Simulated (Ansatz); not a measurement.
# SnTe (SMILES [Sn][Te]): PBE0/STO-3G

What is the vertical electron affinity of SnTe at PBE0/STO-3G? 

The results are computed with Ansatz 0.2.0.

45 further runs of the same task are left out: 16 that didn't finish, 29 set aside as unsound or not needed.

## 1. The structure to begin with

The species is SnTe (2 atoms), meant as a singlet with charge 0. As SMILES, `[Sn][Te]`. Geometry: relaxed at PBE0-D4/def2-TZVP.

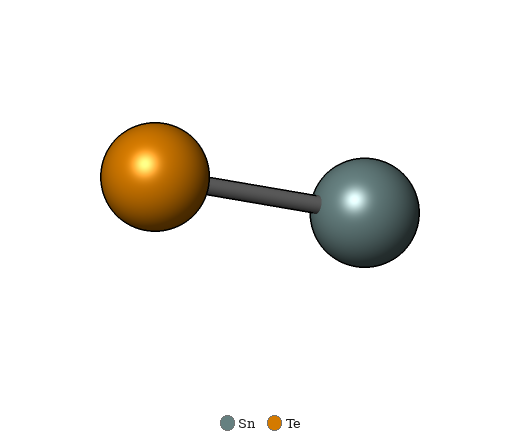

Viewed from a chosen angle; tin teal, tellurium orange.

## 2. The energy at PBE0/STO-3G

File input.yaml:

```yaml
crystal:
  periodic: [false, false, false]
  atoms:
    - {symbol: Sn, position_ang: [0.000000, 0.000000, 0.009440]}
    - {symbol: Te, position_ang: [-0.000000, -0.000000, 2.527330]}
basis:
  gaussian:
    orbitals: STO-3G
hamiltonian:
  xc: {name: PBE0}
magnetization:
  spin_polarized: false
  initial_magnetization: 0
accuracy: high
```

Started as:

```sh
$ ansatz run input.yaml --threads 1 --pin off --max-ram 3480MiB --events-out events.jsonl --progress --plain --runs-dir runs
```

Output:

```text
Warning: RAYON_NUM_THREADS=1 ignored (pool sized by the plan → 1); use --threads N
Functional definition: PBE0
  name "PBE0"
  parameter a = 0.25
  parameter kappa = 0.804
  parameter beta = 0.06672455060314922
  exchange = (1 - a)*pbe_x(kappa = kappa, mu = beta*pi^2/3) + a*exact_x
  correlation = pbe_c(beta = beta)
827 factors; integrals over basis functions are off by at most 4.7e-9 eV
mean field evaluation 1: about -340521.2230 eV, gradient 1.9e1 eV
mean field evaluation 2: about -340489.8128 eV, gradient 7.2e1 eV
mean field evaluation 4: about -340524.3011 eV, gradient 1.1e0 eV
mean field evaluation 8: about -340524.3175 eV, gradient 2.2e-2 eV
mean field evaluation 16: about -340524.3175 eV, gradient 3.5e-9 eV
mean field -340524.31745890 eV, -12514.0378509422 hartree, gradient 4.3e-9 eV, S^2 0.000000; 0 other end points of the search recorded, 0 dependent functions left out
reference -340524.31746027 eV, -12514.0378509924 hartree; 51, 51 occupied and 3, 3 virtual orbitals, 827 factors
Total energy: -340524.31746027 eV, -12514.0378509924 hartree
```

It took 2 s on 1 thread of AMD EPYC 9R14 (Zen 4), shared host; peak memory 0.19 GiB.

## 3. The doublet anion, same level

File in.yaml:

```yaml
crystal:
  periodic: [false, false, false]
  atoms:
    - {symbol: Sn, position_ang: [0.000000, 0.000000, 0.009440]}
    - {symbol: Te, position_ang: [-0.000000, -0.000000, 2.527330]}
basis:
  gaussian: {orbitals: STO-3G}
total_charge: -1
magnetization: {spin_polarized: true, initial_magnetization: 1}
hamiltonian: {xc: {name: PBE0}}
accuracy: high
```

Started as:

```sh
$ ansatz run in.yaml --threads 1 --pin off --max-ram 3480MiB --events-out events.jsonl --progress --plain --runs-dir runs
```

Output (excerpt; [...] marks lines left out):

```text
Warning: RAYON_NUM_THREADS=1 ignored (pool sized by the plan → 1); use --threads N
[... 7 set-up lines as earlier in the session ...]
827 factors; integrals over basis functions are off by at most 4.7e-9 eV
mean field evaluation 1: about -340520.7511 eV, gradient 5.2e0 eV
mean field evaluation 2: about -340519.7194 eV, gradient 1.1e1 eV
mean field evaluation 4: about -340521.2239 eV, gradient 1.0e-1 eV
mean field evaluation 8: about -340521.2398 eV, gradient 9.8e-4 eV
mean field evaluation 16: about -340521.2398 eV, gradient 2.1e-8 eV
mean field -340521.23982774 eV, -12513.9247500831 hartree, gradient 2.0e-8 eV, S^2 0.755436; 1 other end points of the search recorded, 0 dependent functions left out
reference -340521.23982911 eV, -12513.9247501335 hartree; 52, 51 occupied and 2, 3 virtual orbitals, 827 factors
Total energy: -340521.23982911 eV, -12513.9247501335 hartree
```

Wall time 6 s (1 thread of AMD EPYC 9R14 (Zen 4), shared host); peak memory 0.3 GiB.

## 4. What came out

At PBE0/STO-3G:

```
                                         quantity            value
                       singlet SnTe: total energy  -12514.03785 Eh
                      doublet anion: total energy  -12513.92475 Eh
                              doublet anion: ⟨S²⟩            0.755
vertical electron affinity (to the doublet anion)        -3.078 eV
```

What this shows: The anion lies 3.08 eV (71 kcal/mol) above the neutral: the electron isn't bound at this level, and such a value depends on the basis. Without diffuse functions anions come out too high. In a minimal basis such a difference can be off by several eV, whatever the method. Relativity is left out (singlet SnTe) although the molecule holds a heavy atom. Relativity is left out (doublet anion) although the molecule holds a heavy atom.
